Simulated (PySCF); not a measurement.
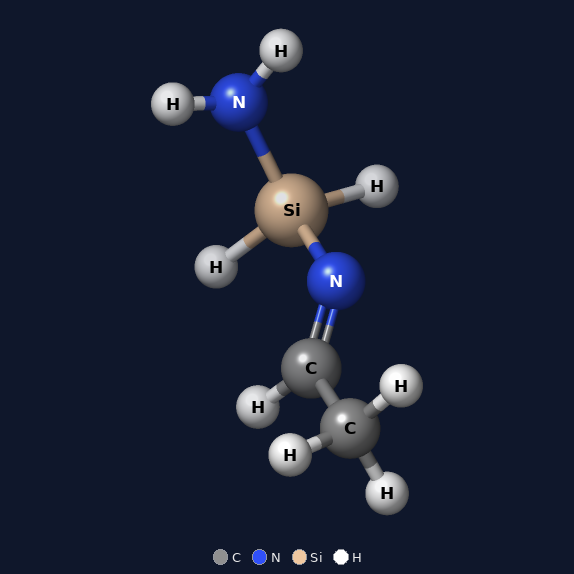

Ball-and-stick drawing of a structure. Multiple sticks mark multiple bonds (one Kekulé form).

The geometry was computed by an optimisation with PBE0-D3(BJ)/def2-SVP. No frequency run is at hand to confirm it as a minimum.

Describe the molecule.

It has 13 atoms: 2 carbon, 8 hydrogen, 2 nitrogen and 1 silicon (C2H8N2Si). Its SMILES string is `C/C=N/[SiH2]N`. It has no ring. Among its groups: imine, Si–H bond, Si–N bond. The point group is C1. Coordination, clear cases only: 1 C tetrahedral; 1 C trigonal planar; 1 N bent; 1 Si tetrahedral.

The parts below concern this one geometry. Atoms keep their numbers from picture to picture.

**Shape**

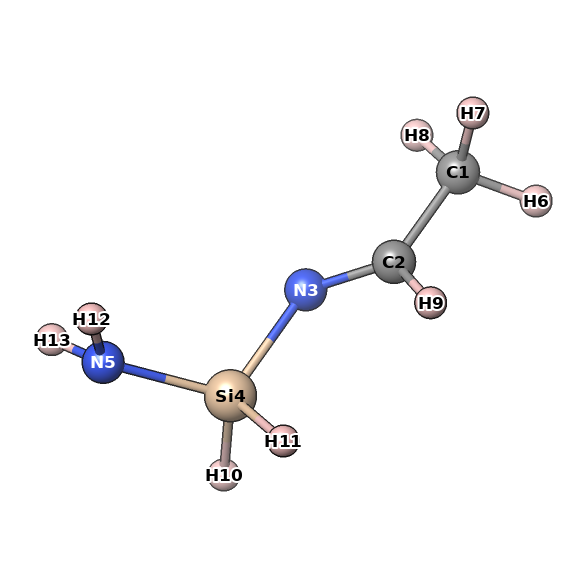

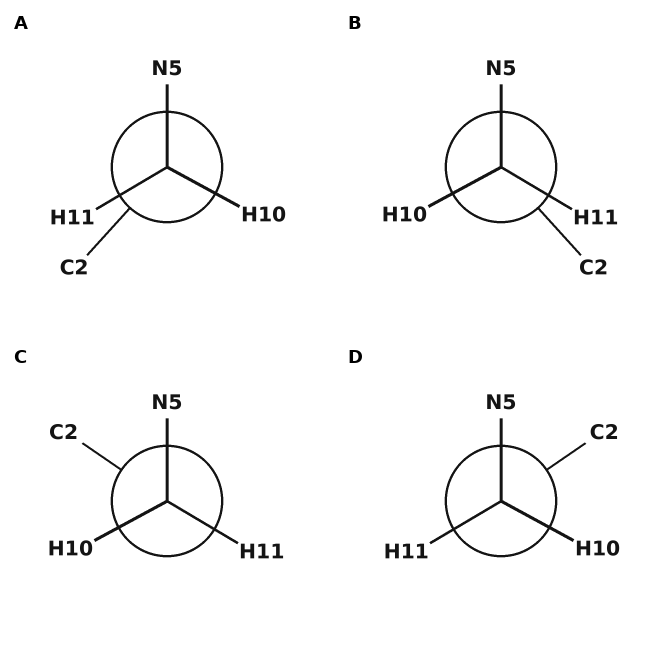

Atoms fade into the background with distance from the viewer. Bonds that would overlap in a projection are set slightly apart. No frequency run is at hand to confirm it as a minimum.

Which Newman projection shows the view along Si4–N3, with Si4 in front?

Answer. B. The torsion angle N5–Si4–N3–C2 is 124°, anticlinal.

**Charges**

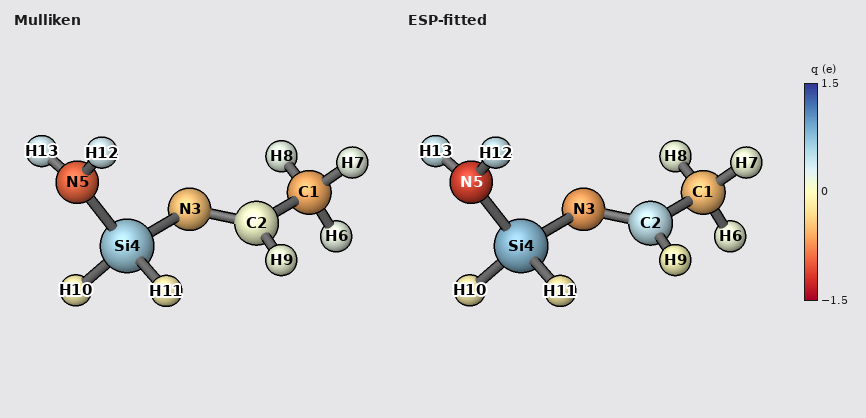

Atomic charges of one calculation by 2 schemes, on one colour scale. No frequency run is at hand to confirm it as a minimum. Computed with PBE0/6-31G* (PySCF 2.14.0).

Which scheme gives the most polar picture (largest mean size of the charges)?

Answer. The ESP-fitted charges are the largest in size here.

On which atom do the schemes disagree most?

Answer. On C2 (from 0.07 to 0.46 e).

List the charges (e), one line for each set of equivalent atoms.

```tsv
atom	Mulliken	ESP-fitted
C1	−0.58	−0.49
C2	0.07	0.46
N3	−0.45	−0.62
Si4	0.64	0.76
N5	−0.91	−1.09
H6	0.19	0.13
H7	0.19	0.14
H8	0.21	0.15
H9	0.14	−0.03
H10	−0.09	−0.12
H11	−0.11	−0.15
H12	0.35	0.43
H13	0.35	0.43
```

**NMR shielding**

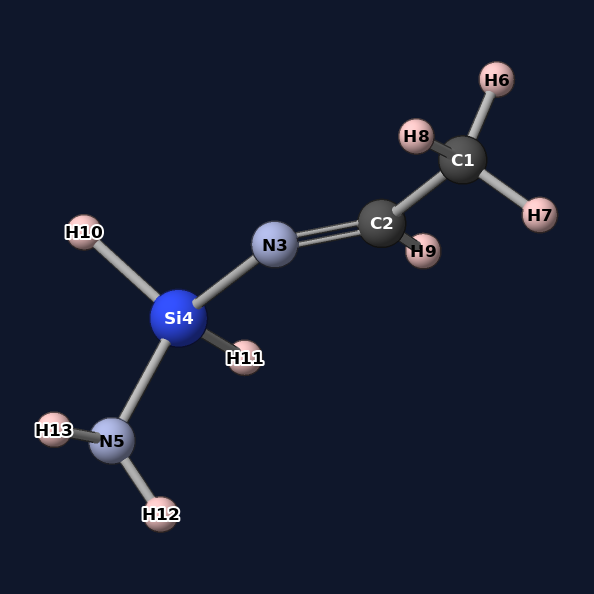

The questions are on isotropic NMR shieldings of the C atoms. No frequency run is at hand to confirm it as a minimum. Method: GIAO PBE0/6-31G* NMR shielding, non-relativistic, gas phase (PySCF 2.14.0).

List the isotropic NMR shieldings of the C atoms.

| atom | σ (ppm) |
| --- | --- |
| C1 | 166.0 |
| C2 | 30.7 |

**Dipole moment**

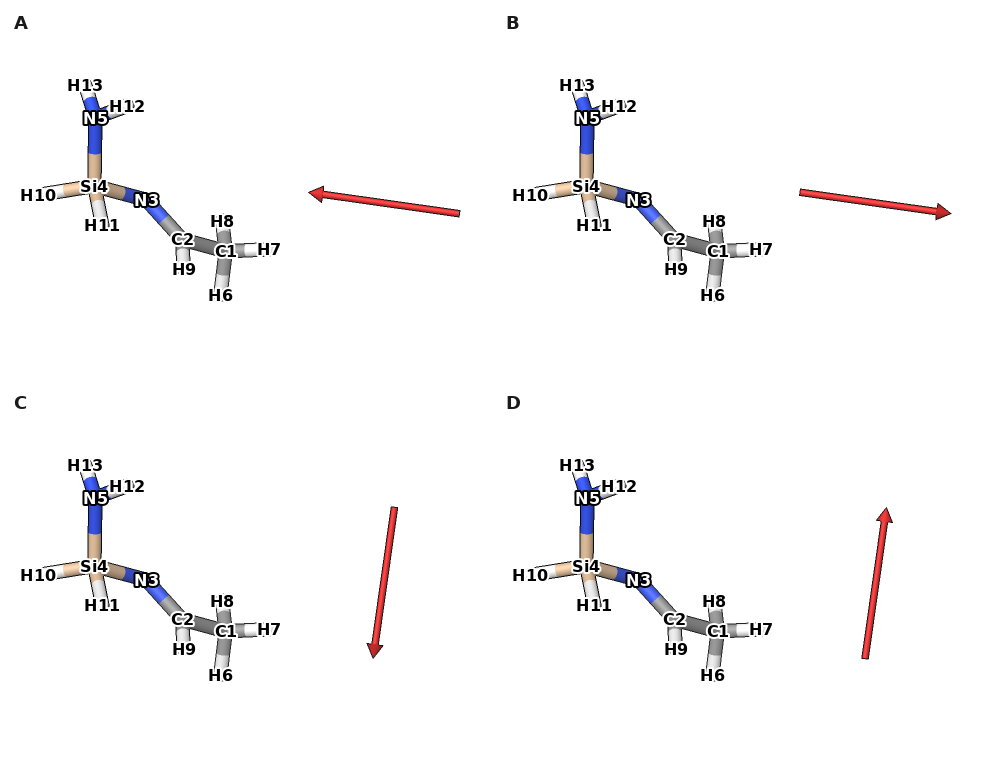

The same molecule four times, each with an arrow. No frequency run is at hand to confirm it as a minimum. Method: PBE0/pcSseg-2, gas phase (PySCF 2.14.0).

Which arrow points along the dipole moment, from the negative to the positive end?

Answer. B. The dipole moment is 1.80 D; it points from the side of H10 to the side of H7 (the outermost atoms at the two ends).

Mulliken values depend strongly on the basis set and can even reverse the polarity of a bond.
